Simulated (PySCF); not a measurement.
# [OsH4(NO)]−: structure and properties

Task: relax [OsH4(NO)]− and analyse its electrons. The species was built from a template and needn't be a known compound.

The runs use PySCF 2.14.0; TPSS, Os def2-SVP with ECP60, H def2-SVP, N def2-SVP, O def2-SVP; scalar-relativistic core potentials, no spin–orbit coupling.

4 further runs of the same task are left out: 2 for a known fault of the program, 1 that didn't finish, 1 set aside as unsound or not needed.

**1. Where the work starts**

7 atoms, charge -1, spin multiplicity 1.

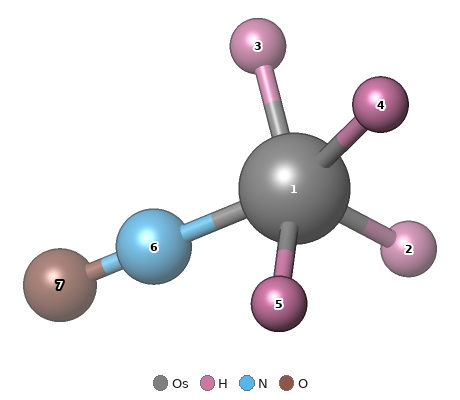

The starting geometry (osmium grey, hydrogen pink, nitrogen blue, oxygen brown); atoms are numbered from 1 in the order of the file.

As a file:

```xyz
7
H4NOOs
Os    0.0000    0.0000    0.0000
H     0.0000    0.0000    1.7200
H     1.6750    0.0000   -0.3908
H     0.0000    1.6750   -0.3908
H    -1.6750    0.0000   -0.3908
N     0.0000   -1.7085   -0.3986
O     0.0000   -2.8479   -0.6644
```

Formal oxidation states: Os +2.

**2. SCF at the start, singlet**

Contents of run.py (the lines that set the calculation):

```python
mol = gto.M(atom='''
Os     0.00000     0.00000     0.00000
H      0.00000     0.00000     1.72000
H      1.67500     0.00000    -0.39080
H      0.00000     1.67500    -0.39080
H     -1.67500     0.00000    -0.39080
N      0.00000    -1.70850    -0.39860
O      0.00000    -2.84790    -0.66440''',
    basis={'Os': 'def2-SVP', 'H': 'def2-SVP', 'N': 'def2-SVP', 'O': 'def2-SVP'},
    ecp={'Os': 'def2-SVP'},
    charge=-1, spin=0)
mf = dft.RKS(mol, xc='TPSS')
mf.grids.atom_grid = (50, 194)
mf = mf.density_fit()  # fitting sets: Os def2-universal-JKFIT, H def2-universal-JKFIT, N def2-universal-JKFIT, O def2-universal-JKFIT
mf.conv_tol = 1e-08; mf.max_cycle = 55
mf.kernel(dm0)  # dm0: free metal ions and neutral atoms
```

On the command line:

```console
OMP_NUM_THREADS=2 python run.py
```

Output:

```text
init E= -232.473424412461
  HOMO = 0.184913736742034  LUMO = 0.197432517962841  gap/eV = 0.34065
cycle= 1 E= -197.624787197408  delta_E= 34.8  |g|= 6.98  |ddm|= 26.2
cycle= 2 E= -74.0535371294838  delta_E=  124  |g|= 13.8  |ddm|= 34.4
  HOMO = -0.245925420149206  LUMO = -0.207597332845278  gap/eV = 1.04296
cycle= 3 E= -204.77223666703  delta_E= -131  |g|= 7.59  |ddm|= 21.5
  HOMO = 0.0459753334352015  LUMO = 0.0811510472524759  gap/eV = 0.95718
cycle= 4 E= -222.157897079707  delta_E= -17.4  |g|= 1.85  |ddm|= 8.42
  HOMO = -0.0668894478107802  LUMO = -0.0270837349165411  gap/eV = 1.08317
cycle= 5 E= -212.265846030352  delta_E= 9.89  |g|= 5.18  |ddm|= 4.78
  HOMO = 0.0434296849361304  LUMO = 0.0529179813155998  gap/eV = 0.25819
cycle= 6 E= -222.889258426257  delta_E= -10.6  |g|= 0.517  |ddm|= 4.17
  HOMO = 0.00852720781715277  LUMO = 0.0317651201439375  gap/eV = 0.63234
cycle= 7 E= -222.882246781501  delta_E= 0.00701  |g|= 0.606  |ddm|= 0.734
  HOMO = 0.031941964858035  LUMO = 0.0548684096758763  gap/eV = 0.62386
cycle= 8 E= -222.940451140393  delta_E= -0.0582  |g|= 0.225  |ddm|= 0.56
  HOMO = 0.0230174961503872  LUMO = 0.0408629083566287  gap/eV = 0.48560
cycle= 9 E= -222.949563931072  delta_E= -0.00911  |g|= 0.13  |ddm|= 0.315
  HOMO = 0.0241329143762807  LUMO = 0.0420026740288571  gap/eV = 0.48626
cycle= 10 E= -222.952407313242  delta_E= -0.00284  |g|= 0.0813  |ddm|= 0.0873
  HOMO = 0.0239465259943046  LUMO = 0.0428278210789301  gap/eV = 0.51379
cycle= 11 E= -222.953821809545  delta_E= -0.00141  |g|= 0.0307  |ddm|= 0.0554
  HOMO = 0.0226626664536873  LUMO = 0.0420856962736416  gap/eV = 0.52853
cycle= 12 E= -222.954058280841  delta_E= -0.000236  |g|= 0.00546  |ddm|= 0.0337
  HOMO = 0.0231341743591926  LUMO = 0.0423123861445944  gap/eV = 0.52187
cycle= 13 E= -222.954065885929  delta_E= -7.61e-06  |g|= 0.0015  |ddm|= 0.0074
  HOMO = 0.0231084427397121  LUMO = 0.042323949416204  gap/eV = 0.52288
cycle= 14 E= -222.954066514953  delta_E= -6.29e-07  |g|= 0.000425  |ddm|= 0.00195
  HOMO = 0.0231056566008867  LUMO = 0.0423218886108536  gap/eV = 0.52290
cycle= 15 E= -222.954066552655  delta_E= -3.77e-08  |g|= 3.09e-05  |ddm|= 0.000357
  HOMO = 0.0231051933116753  LUMO = 0.0423205039418413  gap/eV = 0.52288
cycle= 16 E= -222.954066552904  delta_E= -2.49e-10  |g|= 7.34e-06  |ddm|= 4.06e-05
  HOMO = 0.0231042074803618  LUMO = 0.0423198918754473  gap/eV = 0.52289
Extra cycle  E= -222.954066552255  delta_E= 6.49e-10  |g|= 5.36e-05  |ddm|= 4.74e-05
converged SCF energy = -222.954066552255
```

Wall time 15 s (2 threads of Arm Neoverse V1, shared host); peak memory 0.69 GiB.

Further starts and a stability analysis followed, whose logs aren't kept: the log above is the first start alone (where DIIS fails, smearing and a level shift add cycles). The lowest solution stands, and the values below are its own:

```tsv
start	energy (Eh)	cycles
ions	-222.954067	16
smeared	-222.954067	9
```

Result: E = -222.954067 Eh, HOMO 0.63 eV, LUMO 1.15 eV, Mulliken charge on Os1 -0.07 e. The gap is small, and the closed shell wasn't tested for a lower spin-broken solution. The highest filled level lies above zero; it isn't the detachment energy.

**3. SCF at the start, triplet**

Edit run.py (the lines that set the calculation) of step 2 so:

```diff
@@ -10,4 +10,4 @@
     ecp={'Os': 'def2-SVP'},
-    charge=-1, spin=0)
-mf = dft.RKS(mol, xc='TPSS')
+    charge=-1, spin=2)
+mf = dft.UKS(mol, xc='TPSS')
 mf.grids.atom_grid = (50, 194)
```

On the command line:

```console
OMP_NUM_THREADS=2 python run.py
```

Output:

```text
init E= -232.497740691339
cycle= 1 E= -198.326744379024  delta_E= 34.2  |g|= 4.88  |ddm|= 19.6
  HOMO = -1.30620872375  LUMO = -1.29636350756  gap/eV = 0.26790
cycle= 2 E= -74.5142757755933  delta_E=  124  |g|= 9.75  |ddm|= 25.1
cycle= 3 E= -205.222887501811  delta_E= -131  |g|=  5.3  |ddm|=   15
cycle= 4 E= -221.857542287954  delta_E= -16.6  |g|=  1.5  |ddm|= 5.54
cycle= 5 E= -214.588719266296  delta_E= 7.27  |g|= 3.55  |ddm|= 3.73
  HOMO = 0.0210121800039  LUMO = 0.032323242727  gap/eV = 0.30779
cycle= 6 E= -222.902500483669  delta_E= -8.31  |g|= 0.272  |ddm|= 2.96
cycle= 7 E= -222.901819672861  delta_E= 0.000681  |g|= 0.28  |ddm|= 0.62
  HOMO = 0.0218439076978  LUMO = 0.028091104648  gap/eV = 0.16999
cycle= 8 E= -222.929648724028  delta_E= -0.0278  |g|= 0.199  |ddm|= 0.44
  HOMO = 0.0250130779586  LUMO = 0.034963443528  gap/eV = 0.27076
cycle= 9 E= -222.943482767958  delta_E= -0.0138  |g|= 0.0858  |ddm|= 0.121
  HOMO = 0.0258479974103  LUMO = 0.0341404706898  gap/eV = 0.22565
cycle= 10 E= -222.946476944501  delta_E= -0.00299  |g|= 0.04  |ddm|= 0.0596
  HOMO = 0.0252560179661  LUMO = 0.0319581341801  gap/eV = 0.18237
cycle= 11 E= -222.947171160455  delta_E= -0.000694  |g|= 0.00576  |ddm|= 0.037
  HOMO = 0.0254185667534  LUMO = 0.0322843212315  gap/eV = 0.18683
cycle= 12 E= -222.947183608402  delta_E= -1.24e-05  |g|= 0.00516  |ddm|= 0.0121
  HOMO = 0.0256081079164  LUMO = 0.0324639808338  gap/eV = 0.18656
cycle= 13 E= -222.947196469641  delta_E= -1.29e-05  |g|= 0.000898  |ddm|= 0.00452
  HOMO = 0.0256394636326  LUMO = 0.0324555497743  gap/eV = 0.18548
cycle= 14 E= -222.947196802351  delta_E= -3.33e-07  |g|= 0.000535  |ddm|= 0.00148
  HOMO = 0.0256396585749  LUMO = 0.0324439735276  gap/eV = 0.18515
cycle= 15 E= -222.947196928054  delta_E= -1.26e-07  |g|= 0.000237  |ddm|= 0.000665
  HOMO = 0.0256406376366  LUMO = 0.0324438557595  gap/eV = 0.18512
cycle= 16 E= -222.947196962513  delta_E= -3.45e-08  |g|= 2.96e-05  |ddm|= 0.000377
  HOMO = 0.0256448285907  LUMO = 0.0324452267276  gap/eV = 0.18505
cycle= 17 E= -222.947196963545  delta_E= -1.03e-09  |g|= 1.19e-05  |ddm|= 8.89e-05
  HOMO = 0.025646370124  LUMO = 0.0324483446432  gap/eV = 0.18509
Extra cycle  E= -222.947196961838  delta_E= 1.71e-09  |g|= 6.31e-05  |ddm|= 6.19e-05
converged SCF energy = -222.947196961838  <S^2> = 2.0124051  2S+1 = 3.0082587
```

Run time: 33 s. Hardware: 2 threads of Arm Neoverse V1, shared host; peak memory 0.84 GiB.

Further starts and a stability analysis followed, whose logs aren't kept: the log above is the first start alone (where DIIS fails, smearing and a level shift add cycles). The lowest solution stands, and the values below are its own:

```tsv
start	energy (Eh)	cycles
ions	-222.947197	17
smeared	-222.947197	7
```

It gives: E = -222.947197 Eh, HOMO 0.70 eV, LUMO 0.88 eV (over both spins), ⟨S²⟩ = 2.012, Mulliken charge on Os1 -0.01 e. The highest filled level lies above zero; it isn't the detachment energy.

**4. Relaxation, singlet**

Steps are kept in the start's point group, Cs.

Contents of run.py (the lines that set the calculation):

```python
mol = gto.M(atom='''
Os     0.00000     0.29996     0.06928
H      0.00000     0.29996     1.78928
H      1.67500     0.29996    -0.32152
H      0.00000     1.97496    -0.32152
H     -1.67500     0.29996    -0.32152
N      0.00000    -1.40854    -0.32932
O      0.00000    -2.54794    -0.59512''',
    basis={'Os': 'def2-SVP', 'H': 'def2-SVP', 'N': 'def2-SVP', 'O': 'def2-SVP'},
    ecp={'Os': 'def2-SVP'},
    charge=-1, spin=0)
mf = dft.RKS(mol, xc='TPSS')
mf.grids.atom_grid = (50, 194)
mf = mf.density_fit()  # fitting sets: Os def2-universal-JKFIT, H def2-universal-JKFIT, N def2-universal-JKFIT, O def2-universal-JKFIT
mf.conv_tol = 1e-08; mf.max_cycle = 55
mf.kernel(dm0)  # dm0: an SCF of this state at this start
# quasi-Newton relaxation in Cartesian coordinates to a largest gradient under 0.00045 Eh/bohr, steps kept in the point group
```

On the command line:

```console
OMP_NUM_THREADS=2 python run.py
```

No log is kept here; the results follow.

Run time: 32 s. Hardware: 2 threads of Arm Neoverse V1, shared host.

The steps of the relaxation:

```tsv
step	energy from step 1 (eV)	largest force component (eV/Å)
1	0.0000	4.0028
2	-0.7800	1.4806
3	-1.0569	0.6628
4	-1.1356	0.5267
5	-1.1899	0.3591
6	-1.2094	0.1073
7	-1.2106	0.0266
8	-1.2108	0.0343
9	-1.2111	0.0293
10	-1.2113	0.0281
11	-1.2115	0.0186
12	-1.2116	0.0090
```

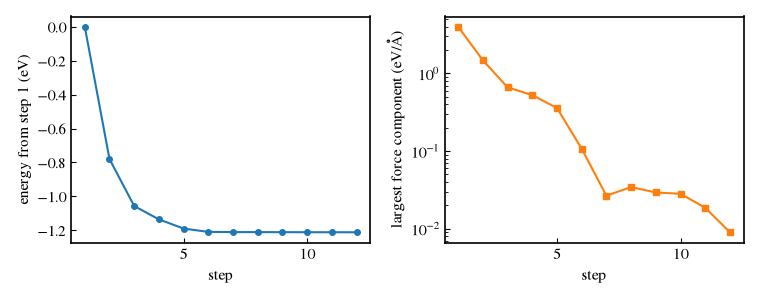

Energy and largest force along the relaxation.

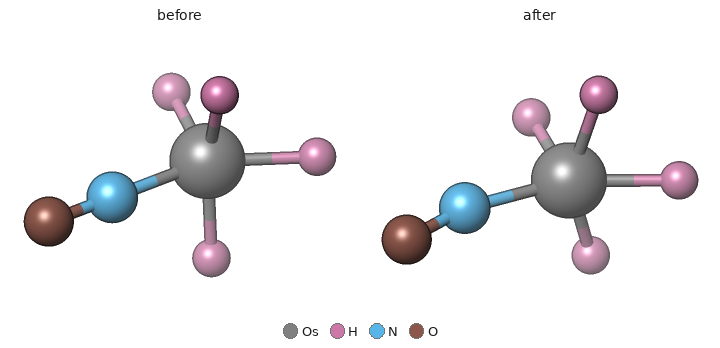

The geometry before (left) and after (right).

Close pairs (by a distance rule), those that changed most:

```tsv
bond	before (Å)	after (Å)	change (Å)
Os1–H2	1.720	1.593	-0.127
N6–O7	1.170	1.206	+0.036
Os1–N6	1.754	1.784	+0.029
Os1–H3	1.720	1.706	-0.014
Os1–H5	1.720	1.706	-0.014
Os1–H4	1.720	1.721	+0.001
```

It ends in Cs at E = -222.998592 Eh.

```
Os    0.00000    0.20769   -0.05268
H     0.00000    0.13472    1.53873
H     1.65141    0.63597   -0.04580
H     0.00000    1.85752   -0.54072
H    -1.65141    0.63597   -0.04580
N     0.00000   -1.56866   -0.21444
O     0.00000   -2.68489   -0.66973
```

**5. Relaxation, triplet**

Steps are kept in the start's point group, Cs.

Edit run.py (the lines that set the calculation) of step 4 so:

```diff
@@ -10,4 +10,4 @@
     ecp={'Os': 'def2-SVP'},
-    charge=-1, spin=0)
-mf = dft.RKS(mol, xc='TPSS')
+    charge=-1, spin=2)
+mf = dft.UKS(mol, xc='TPSS')
 mf.grids.atom_grid = (50, 194)
```

On the command line:

```console
OMP_NUM_THREADS=2 python run.py
```

The driver keeps no SCF log for this step, only its results.

Run time: 51 s. Hardware: 2 threads of Arm Neoverse V1, shared host.

Step by step:

```tsv
step	energy from step 1 (eV)	largest force component (eV/Å)
1	0.0000	2.2062
2	-0.3315	1.3725
3	-0.5222	0.5465
4	-0.6190	0.4342
5	-0.6705	0.3732
6	-0.6867	0.1959
7	-0.6957	0.1477
8	-0.7033	0.2449
9	-0.7090	0.3115
10	-0.7135	0.0913
11	-0.7139	0.0403
12	-0.7140	0.0134
```

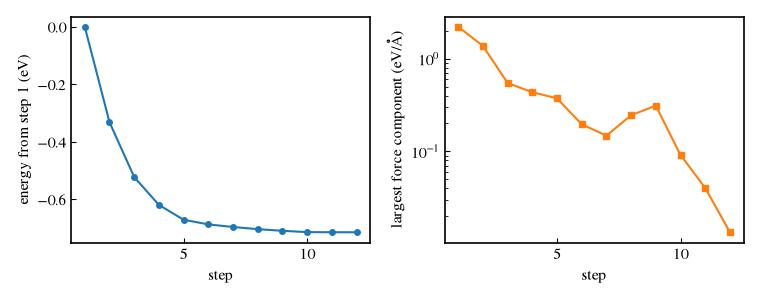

Energy and force, step by step.

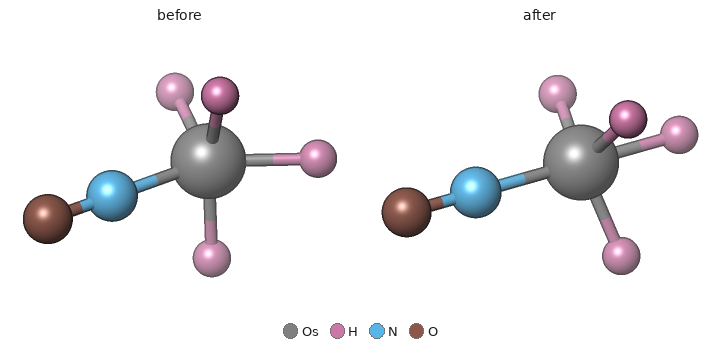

Before and after, at one scale.

Distances of close pairs at the start and the end, largest changes first:

```tsv
bond	before (Å)	after (Å)	change (Å)
Os1–N6	1.754	1.827	+0.073
Os1–H2	1.720	1.667	-0.053
Os1–H3	1.720	1.667	-0.053
Os1–H5	1.720	1.667	-0.053
N6–O7	1.170	1.202	+0.032
Os1–H4	1.720	1.699	-0.021
```

It ends in C3v at E = -222.973435 Eh.

```tsv
atom	x (Å)	y (Å)	z (Å)
Os1	0.00000	0.17816	0.03730
H2	0.00000	0.32276	1.69802
H3	1.40886	0.65398	-0.71629
H4	0.00000	1.86201	0.26703
H5	-1.40886	0.65398	-0.71629
N6	0.00000	-1.63143	-0.21460
O7	0.00000	-2.82114	-0.38560
```

**6. Charges, bond orders and levels**

Contents of run.py (the lines that set the calculation):

```python
mol = gto.M(atom='''
Os     0.00000     0.20769    -0.05268
H      0.00000     0.13472     1.53873
H      1.65141     0.63597    -0.04580
H      0.00000     1.85752    -0.54072
H     -1.65141     0.63597    -0.04580
N      0.00000    -1.56866    -0.21444
O      0.00000    -2.68489    -0.66973''',
    basis={'Os': 'def2-SVP', 'H': 'def2-SVP', 'N': 'def2-SVP', 'O': 'def2-SVP'},
    ecp={'Os': 'def2-SVP'},
    charge=-1, spin=0)
mf = dft.RKS(mol, xc='TPSS')
mf.grids.atom_grid = (75, 302)
mf = mf.density_fit()  # fitting sets: Os def2-universal-JKFIT, H def2-universal-JKFIT, N def2-universal-JKFIT, O def2-universal-JKFIT
mf.conv_tol = 1e-09; mf.max_cycle = 55
mf.kernel(dm0)  # dm0: the density of the relaxed state
```

On the command line:

```console
OMP_NUM_THREADS=2 python run.py
```

Output:

```text
init E= -222.997424793569
  HOMO = 0.000403665104004818  LUMO = 0.0785245955056162  gap/eV = 2.12578
cycle= 1 E= -222.997425252581  delta_E= -4.59e-07  |g|= 0.000236  |ddm|= 0.00338
  HOMO = 0.000466223295313251  LUMO = 0.078573250554907  gap/eV = 2.12540
cycle= 2 E= -222.997425169854  delta_E= 8.27e-08  |g|= 0.000624  |ddm|= 0.000796
  HOMO = 0.000435094684260662  LUMO = 0.0785480828740113  gap/eV = 2.12556
cycle= 3 E= -222.997425262762  delta_E= -9.29e-08  |g|= 0.000136  |ddm|= 0.000557
  HOMO = 0.000427356281672989  LUMO = 0.0785446534426413  gap/eV = 2.12568
cycle= 4 E= -222.997425266222  delta_E= -3.46e-09  |g|= 6.16e-05  |ddm|= 0.000138
  HOMO = 0.000427128358073223  LUMO = 0.0785433761737373  gap/eV = 2.12565
cycle= 5 E= -222.997425266895  delta_E= -6.73e-10  |g|= 2.55e-05  |ddm|= 6.5e-05
  HOMO = 0.000424708021909104  LUMO = 0.0785431224936488  gap/eV = 2.12571
Extra cycle  E= -222.997425261988  delta_E= 4.91e-09  |g|= 0.000146  |ddm|= 0.000137
converged SCF energy = -222.997425261988
```

It took 16 s on 2 threads of Arm Neoverse V1, shared host.

Result: E = -222.997425 Eh, HOMO 0.01 eV, LUMO 2.14 eV, Mulliken charge on Os1 -0.08 e, largest force component 0.017 eV/Å. The highest filled level lies above zero; it isn't the detachment energy.

Löwdin charges:

```tsv
atom	value (e)
Os1	-0.56
H2	0.00
H3	-0.12
H4	-0.13
H5	-0.12
N6	0.13
O7	-0.20
```

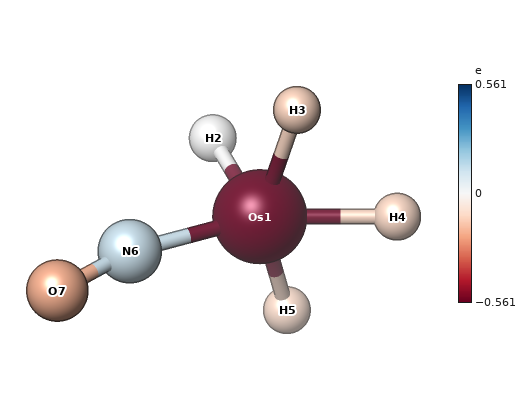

Löwdin charges, as colours on the atoms.

Mulliken charges: Os1 -0.08, H2 -0.05, H3 -0.18, H4 -0.13, H5 -0.18, N6 -0.08, O7 -0.29 e.

Contacts (the nearest donor of each ligand) and Mayer bond orders:

```tsv
contact	distance (Å)	bond order
Os1–H2 (H)	1.593	1.00
Os1–H3 (H)	1.706	0.85
Os1–H4 (H)	1.721	0.87
Os1–H5 (H)	1.706	0.85
Os1–N6 (NO)	1.784	1.64
```

Mulliken populations of Os1 outside the core potential: s 2.82, p 6.66, d 6.57, f 0.03.

Orbitals, density, ELF and potential are computed afterwards from the orbital file.

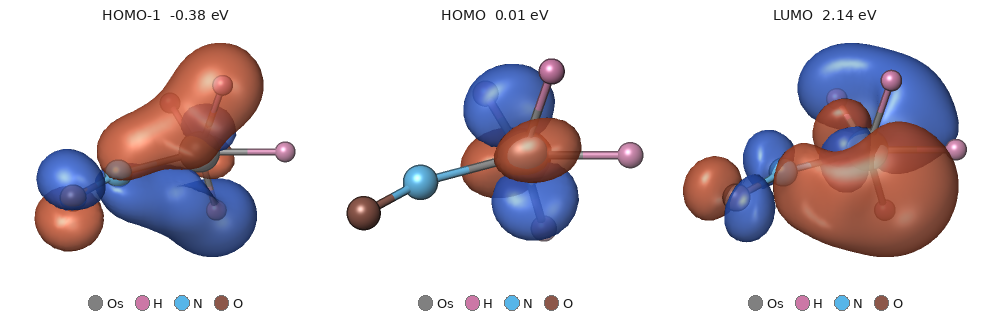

Frontier orbitals at TPSS; each surface holds 70 % of the orbital's density, blue and red mark the sign.

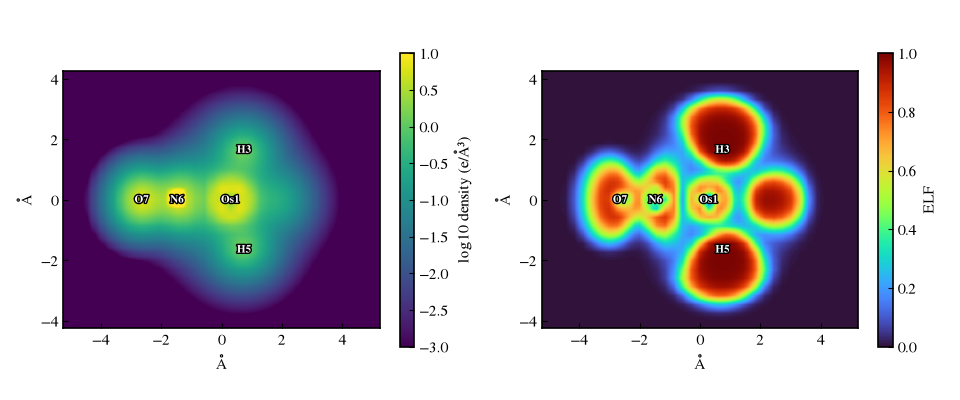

Density (left) and ELF (right) in a plane through or near 5 of the atoms.

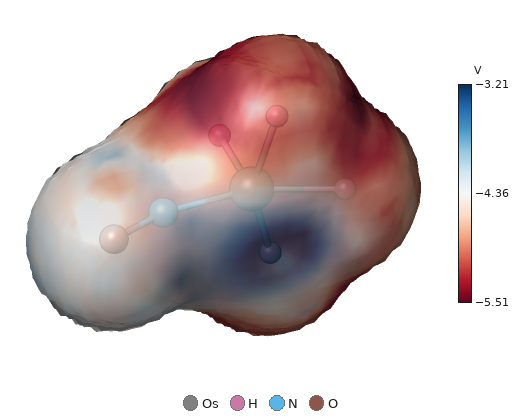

The potential that a unit positive charge feels on the 0.002 e/bohr³ surface, from -5.51 to -3.21 V.

**7. What came out**

| quantity | value |
| --- | --- |
| state and point group | singlet, Cs |
| metal–ligand contacts | 1.59 to 1.78 Å |
| frontier levels | HOMO 0.01 eV, LUMO 2.14 eV |
| dipole about the centre of mass | 0.74 D |
| mean polarisability | 9.3 Å³ |

**Reading.** Relaxed, the singlet lies 0.68 eV under the triplet. The metal carries -0.56 e by Löwdin's partition against a formal +2, and bond orders to the nearest donors reach 1.64. Both measures hang on the basis. No vibrations are shown for the final structure, so this session doesn't show it to be a minimum. One start shape was tried, so another isomer may lie lower. The bases are small and lack diffuse functions. Spin–orbit coupling is left out.
